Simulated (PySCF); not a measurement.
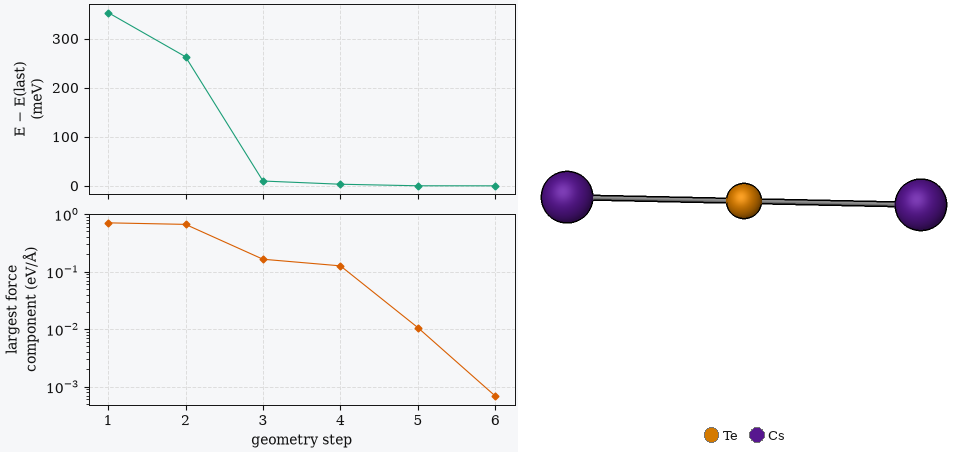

Beside the plot: the molecule at the start.

History of a geometry optimisation. The start has point group D∞h, which is kept. A held symmetry can leave a saddle point.

The run: Cs2Te molecule, by PySCF, RKS-based PBE0, Te def2-TZVP with ECP28, Cs def2-TZVP with ECP46; non-relativistic Hamiltonian with scalar-relativistic core potentials; density fitting.

> How did it end, and what did it gain?

The optimisation met its thresholds at geometry 6, counting the start as the first. The energy fell by about 350 meV from the first step to the last. The largest force component goes from about 0.71 eV/Å at the start to 7 × 10⁻⁴ eV/Å at the end.
